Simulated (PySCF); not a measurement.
Molecule: In(Cl)(OH)2, SMILES [OH][In]([OH])[Cl]. Atoms near the plane z = 1.2 Å, at the PBE0/def2-SVP optimised geometry (x, y, z in Å): In1 (-0.2, -0.2, 0.0), Cl2 (-1.3, 1.9, 0.0), O3 (1.8, -0.2, 0.0), H4 (2.2, -1.1, 0.0), O5 (-1.2, -1.9, 0.0), H6 (-2.2, -1.7, 0.0).

Method: PBE0/def2-TZVP, def2 effective core potentials past Kr (PySCF). The core electrons that the potentials of In replace are not part of the density. The values are rescaled to run from 0 to 1.

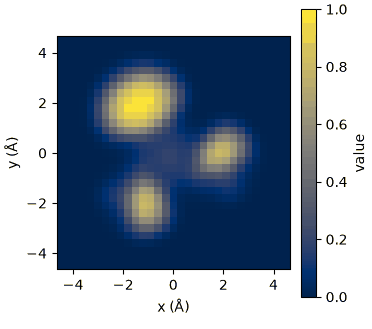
Figure. a field on the plane z = 1.2 Å.

### Question
Which quantity is mapped?
(A) deformation density (molecule minus spherical neutral atoms)
(B) electron localisation function
(C) electrostatic potential
(D) an orbital amplitude

### Answer
B, electron localisation function
